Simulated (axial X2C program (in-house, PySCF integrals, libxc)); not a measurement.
# SnGa: bond curves with and without spin–orbit coupling, part 1 of 2

What are the state, bond length, wavenumber and bond energy of SnGa, and what does spin–orbit coupling change?

The runs use an in-house X2C program for linear molecules on PySCF integrals; all-electron X2C, Sn dyall-cv3z, Ga dyall-cv3z.

All values are calculated.

## Step 1: Set-up

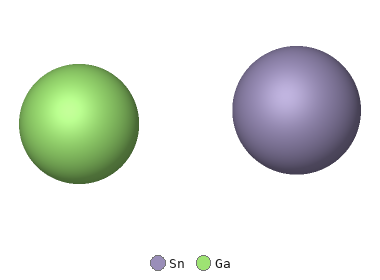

The two atoms at 2.640 Å (tin purple, gallium green).

Contents of task.json:

```json
{"zs": [50, 31], "q": 0, "bas": ["dyall-cv3z", "dyall-cv3z"], "levels": ["PBE0", "HF", "B3LYP"], "cc": true, "r0": 2.64, "thr": -1.0, "nmax": 90, "npts": 10, "nst": 2, "ntry": 6}
```

Keys: zs atomic numbers; q charge; bas basis sets; levels methods (HF also brings MP2); cc coupled cluster on or off; r0 starting distance in Å; thr threshold in hartree for freezing inner shells (an s shell follows its p shell); nmax most natural virtual spinors; npts points asked for on the curve; nst determinants followed; ntry starts of the search.

Run with:

```sh
> python so2c.py task.json out
```

Spin-free means the one-electron spin-free X2C Hamiltonian; two-component (2c) means X2C with spin–orbit coupling and atomic mean-field two-electron Coulomb and Gaunt terms. Basis: Sn dyall-cv3z contracted to [11s12p9d4f1g], Ga dyall-cv3z contracted to [9s9p7d4f1g]; Gaussian nuclei, density fitting. Masses: Sn 119.902 u, Ga 68.926 u.

Notation: σ, π±, δ± give the projection m of an orbital's angular momentum (0, ±1, ±2), α and β its spin, Λ and M_S the sums; ω is the projection of a spinor's total angular momentum and Ω the sum. Logs are in hartree.

The results follow Hamiltonian by Hamiltonian and level by level.

## Step 2: Which state to follow

Determinants are compared with PBE0 at 2.640 Å.

Spin-free determinants:

| ΔE (eV) | state | open shells |
| --- | --- | --- |
| 0.00 | M_S = 3/2, Λ = 0 | beyond closed shells: σα, π+α, π-α |
| 0.35 | M_S = 1/2, Λ = 0 | beyond closed shells: σβ, π+α, π-α |
| 0.74 | M_S = 1/2, Λ = 0 | beyond closed shells: σα, π+β, π-α |
| 0.74 | M_S = 1/2, Λ = 2 | beyond closed shells: σα, π+α, π+β |
| 0.97 | M_S = 1/2, Λ = 1 | beyond closed shells: π+α |
| 1.21 | M_S = 1/2, Λ = 1 | beyond closed shells: π+α, π+β, π-α |
| 2.30 | M_S = 3/2, Λ = 1 | beyond closed shells: 2 × π+α, π-α |

Two-component determinants:

| ΔE (eV) | state | open shells |
| --- | --- | --- |
| 0.00 | Ω = 3/2 | excess of +ω over −ω: ω = 3/2 |
| 0.36 | Ω = 1/2 | excess of +ω over −ω: 2 × ω = -1/2, ω = 3/2 |
| 0.51 | Ω = 1/2 | excess of +ω over −ω: ω = 1/2 |
| 0.75 | Ω = 5/2 | excess of +ω over −ω: 2 × ω = 1/2, ω = 3/2 |
| 0.94 | Ω = 1/2 | excess of +ω over −ω: ω = 1/2 |
| 2.36 | Ω = 5/2 | excess of +ω over −ω: ω = -1/2, 2 × ω = 3/2 |
| 2.51 | Ω = 7/2 | excess of +ω over −ω: ω = 1/2, 2 × ω = 3/2 |

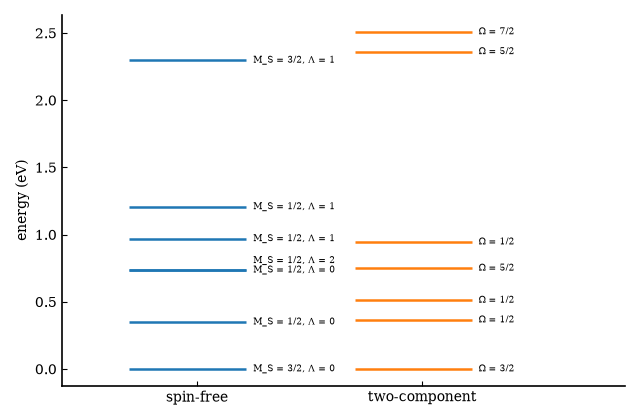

The determinants found, each set from its own lowest.

## Step 3: PBE0, spin-free

State followed: M_S = 3/2, Λ = 0 (beyond closed shells: σα, π+α, π-α). The scan is laid around 2.670 Å, a first estimate of the minimum, and this SCF restarts from the orbitals of the search.

The SCF at the reference distance of 2.670 Å:

```text
spin-free X2C-1e  PBE0
basis functions 237  fitting functions 1275  grid points 5807
iter        total energy     max residual
   1      -8119.581195473     1.08e+00
   2      -8119.926528422     8.03e-03
   3      -8119.926518353     8.84e-03
   4      -8119.927113216     5.75e-04
   5      -8119.927118149     6.49e-04
   6      -8119.927123289     1.66e-04
   7      -8119.927123576     6.14e-05
   8      -8119.927123638     7.66e-06
   9      -8119.927123642     3.37e-06
  10      -8119.927123643     2.49e-06
converged
one-electron -11814.96970240  Coulomb 3630.09184896  exact exchange -59.59824521  xc functional -182.65127853  nuclear repulsion 307.20025353
```

Along the bond, energies from the lowest point:

```tsv
R (Å)	E (eV)	μ (D)	HOMO (eV)	LUMO (eV)	iterations
2.323	0.4627	0.27	-5.37	-2.86	12
2.430	0.1860	0.45	-5.42	-2.74	11
2.510	0.0707	0.60	-5.45	-2.66	11
2.590	0.0135	0.78	-5.38	-2.62	11
2.670	0.0000	0.97	-5.28	-2.63	10
2.763	0.0251	1.20	-5.17	-2.63	12
2.857	0.0819	1.45	-5.07	-2.63	11
2.977	0.1859	1.79	-4.96	-2.62	11
3.124	0.3418	2.20	-4.83	-2.59	11
3.337	0.5928	2.80	-4.67	-2.55	12
```

Dipoles are positive if Ga is the positive end.

Outer orbitals at the reference distance:

```json
{"symmetry": "σα", "occupied": "yes", "ε (eV)": "-28.03", "atomic character": "100% Sn d"}
{"symmetry": "δ-α", "occupied": "yes", "ε (eV)": "-28.00", "atomic character": "100% Sn d"}
{"symmetry": "δ+α", "occupied": "yes", "ε (eV)": "-28.00", "atomic character": "100% Sn d"}
{"symmetry": "π-α", "occupied": "yes", "ε (eV)": "-28.00", "atomic character": "100% Sn d"}
{"symmetry": "π+α", "occupied": "yes", "ε (eV)": "-28.00", "atomic character": "100% Sn d"}
{"symmetry": "σβ", "occupied": "yes", "ε (eV)": "-27.86", "atomic character": "100% Sn d"}
{"symmetry": "δ-β", "occupied": "yes", "ε (eV)": "-27.83", "atomic character": "100% Sn d"}
{"symmetry": "δ+β", "occupied": "yes", "ε (eV)": "-27.83", "atomic character": "100% Sn d"}
{"symmetry": "π-β", "occupied": "yes", "ε (eV)": "-27.82", "atomic character": "100% Sn d"}
{"symmetry": "π+β", "occupied": "yes", "ε (eV)": "-27.82", "atomic character": "100% Sn d"}
{"symmetry": "δ-α", "occupied": "yes", "ε (eV)": "-22.67", "atomic character": "100% Ga d"}
{"symmetry": "δ+α", "occupied": "yes", "ε (eV)": "-22.67", "atomic character": "100% Ga d"}
{"symmetry": "δ+β", "occupied": "yes", "ε (eV)": "-22.63", "atomic character": "100% Ga d"}
{"symmetry": "δ-β", "occupied": "yes", "ε (eV)": "-22.63", "atomic character": "100% Ga d"}
{"symmetry": "σα", "occupied": "yes", "ε (eV)": "-22.62", "atomic character": "100% Ga d"}
{"symmetry": "π-α", "occupied": "yes", "ε (eV)": "-22.62", "atomic character": "100% Ga d"}
{"symmetry": "π+α", "occupied": "yes", "ε (eV)": "-22.62", "atomic character": "100% Ga d"}
{"symmetry": "π+β", "occupied": "yes", "ε (eV)": "-22.54", "atomic character": "100% Ga d"}
{"symmetry": "π-β", "occupied": "yes", "ε (eV)": "-22.54", "atomic character": "100% Ga d"}
{"symmetry": "σβ", "occupied": "yes", "ε (eV)": "-22.53", "atomic character": "100% Ga d"}
{"symmetry": "σα", "occupied": "yes", "ε (eV)": "-13.24", "atomic character": "58% Sn s, 27% Ga s, 8% Ga p"}
{"symmetry": "σβ", "occupied": "yes", "ε (eV)": "-11.49", "atomic character": "51% Sn s, 35% Ga s, 6% Ga p"}
{"symmetry": "σα", "occupied": "yes", "ε (eV)": "-9.91", "atomic character": "50% Ga s, 22% Sn s, 17% Sn p"}
{"symmetry": "σβ", "occupied": "yes", "ε (eV)": "-8.59", "atomic character": "44% Ga s, 30% Sn s, 13% Sn p"}
{"symmetry": "σα", "occupied": "yes", "ε (eV)": "-5.47", "atomic character": "46% Sn p, 42% Ga p, 8% Ga s"}
{"symmetry": "π-α", "occupied": "yes", "ε (eV)": "-5.28", "atomic character": "70% Sn p, 26% Ga p, 4% Ga d"}
{"symmetry": "π+α", "occupied": "yes", "ε (eV)": "-5.28", "atomic character": "70% Sn p, 26% Ga p, 4% Ga d"}
{"symmetry": "σβ", "occupied": "no", "ε (eV)": "-2.63", "atomic character": "46% Sn p, 43% Ga p, 6% Ga s"}
{"symmetry": "π+β", "occupied": "no", "ε (eV)": "-2.52", "atomic character": "54% Sn p, 43% Ga p"}
{"symmetry": "π-β", "occupied": "no", "ε (eV)": "-2.52", "atomic character": "54% Sn p, 43% Ga p"}
{"symmetry": "π+α", "occupied": "no", "ε (eV)": "-1.70", "atomic character": "65% Ga p, 23% Sn p, 8% Sn d"}
```

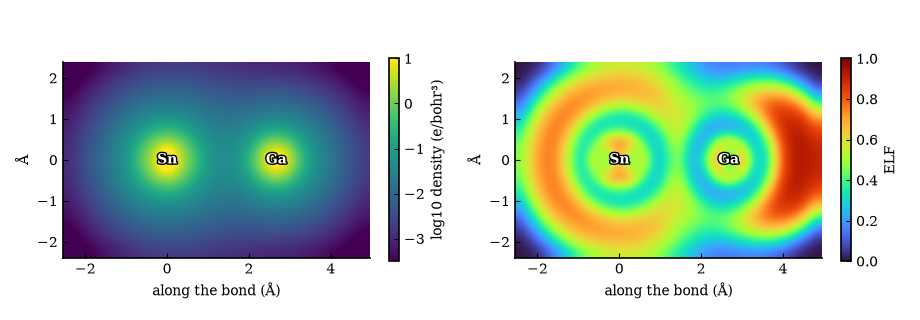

PBE0 fields in a plane through the axis, from a grid of 0.3 Å; Sn lies at z = 0 and Ga at z = 2.670 Å; the ELF is damped to zero where the density is low.

Re = 2.659 Å, ωe = 181.3 cm⁻¹, ωexe = 0.49 cm⁻¹, Be = 0.05447 cm⁻¹, De = 2.16 eV, μ = 0.94 D.

## Step 4: HF, spin-free

Output at 2.670 Å:

```text
spin-free X2C-1e  HF
basis functions 237  fitting functions 1275  grid points 5807
iter        total energy     max residual
   1      -8116.070580736     1.62e-01
   2      -8116.109174793     9.33e-03
   3      -8116.110704123     1.22e-02
   4      -8116.111326992     1.69e-03
   5      -8116.111497265     8.50e-04
   6      -8116.111561976     4.87e-04
   7      -8116.111590590     3.83e-04
   8      -8116.111608706     1.80e-04
   9      -8116.111612363     9.47e-05
  10      -8116.111612921     4.94e-05
  11      -8116.111613017     4.03e-05
  12      -8116.111613130     1.47e-05
  13      -8116.111613146     3.12e-06
  14      -8116.111613147     7.69e-07
converged
one-electron -11814.65977247  Coulomb 3629.93374807  exact exchange -238.58584228  xc functional 0.00000000  nuclear repulsion 307.20025353
```

Re = 2.748 Å, ωe = 162.8 cm⁻¹, ωexe = 0.469 cm⁻¹, Be = 0.05101 cm⁻¹, De = 1.29 eV, μ = 2.07 D.

## Step 5: B3LYP, spin-free

Output at 2.670 Å:

```text
spin-free X2C-1e  B3LYP
basis functions 237  fitting functions 1275  grid points 5807
iter        total energy     max residual
   1      -8120.651456023     4.98e-02
   2      -8120.653482508     3.27e-03
   3      -8120.653420378     4.52e-03
   4      -8120.653569047     2.35e-04
   5      -8120.653569230     2.29e-04
   6      -8120.653570358     8.52e-05
   7      -8120.653570532     3.74e-05
   8      -8120.653570560     3.69e-06
   9      -8120.653570561     3.30e-06
converged
one-electron -11814.83207319  Coulomb 3629.93504672  exact exchange -47.67132854  xc functional -195.28546908  nuclear repulsion 307.20025353
```

Re = 2.693 Å, ωe = 171.5 cm⁻¹, ωexe = 0.497 cm⁻¹, Be = 0.05312 cm⁻¹, De = 1.97 eV, μ = 0.94 D.

## Step 6: Correlated methods, spin-free

Correlated methods: 7 electrons correlated (frozen shells, counted by type: Sn 4 s, 3 p, 2 d; Ga 3 s, 2 p, 1 d), 321 virtual spinors in MP2, 90 natural virtuals in coupled cluster.

Output of the correlated part at 2.670 Å:

```text
correlated 7  virtual 321  natural virtual 90  E(MP2) -0.103344709  MP2 remainder -0.002865072
iter   CCSD correlation   residual
   1     -0.115804984   1.24e-01
   2     -0.121850179   5.11e-02
   3     -0.122509994   1.84e-02
   4     -0.122779103   9.64e-03
   5     -0.122822347   4.48e-03
   6     -0.122828996   1.54e-03
   7     -0.122839384   6.07e-04
   8     -0.122836737   2.57e-04
   9     -0.122836298   9.64e-05
  10     -0.122836581   3.12e-05
  11     -0.122836902   1.12e-05
  12     -0.122836985   4.38e-06
  13     -0.122837019   1.94e-06
  14     -0.122837019   7.61e-07
(T) -0.006537488  T1 0.0409  D1 0.0646  max T2 0.071
```

T1 in the output is the amplitude norm over the root of the electron number; divide by √2 for the Lee–Taylor value.

MP2: Re = 2.683 Å, ωe = 184.1 cm⁻¹, Be = 0.05351 cm⁻¹, De = 1.94 eV.

CCSD: Re = 2.701 Å, ωe = 178.8 cm⁻¹, ωexe = 0.461 cm⁻¹, Be = 0.05279 cm⁻¹, De = 1.85 eV. T1 at Re = 0.030 (Lee–Taylor, the printed value over √2).

CCSD(T): Re = 2.697 Å, ωe = 180.6 cm⁻¹, ωexe = 0.455 cm⁻¹, Be = 0.05294 cm⁻¹, De = 1.96 eV. T1 at Re = 0.030 (Lee–Taylor, the printed value over √2).

## Step 7: A higher determinant, spin-free

State: M_S = 1/2, Λ = 0 (beyond closed shells: σβ, π+α, π-α).

Output at the reference distance:

```text
spin-free X2C-1e  PBE0
basis functions 237  fitting functions 1275  grid points 5807
iter        total energy     max residual
   1      -8119.569494875     1.08e+00
   2      -8119.913614716     8.37e-03
   3      -8119.913629182     8.84e-03
   4      -8119.914202227     6.14e-04
   5      -8119.914208244     6.37e-04
   6      -8119.914212650     1.66e-04
   7      -8119.914212922     4.90e-05
   8      -8119.914212972     8.90e-06
   9      -8119.914212976     2.28e-06
  10      -8119.914212977     1.34e-06
converged
one-electron -11814.77032969  Coulomb 3629.89143441  exact exchange -59.59439402  xc functional -182.64117721  nuclear repulsion 307.20025353
```

```tsv
R (Å)	E above the lowest PBE0 point (eV)
2.323	0.786
2.430	0.517
2.510	0.409
2.590	0.358
2.670	0.351
2.763	0.383
2.857	0.445
2.977	0.553
3.124	0.708
```

Re = 2.645 Å, ωe = 184.5 cm⁻¹, ωexe = 0.575 cm⁻¹, Be = 0.05507 cm⁻¹, μ = 0.93 D. ⟨S²⟩ = 1.77 against 0.75 for a pure state, so this determinant mixes spins. Te = 0.35 eV.

(Continued in part 2 of 2.)
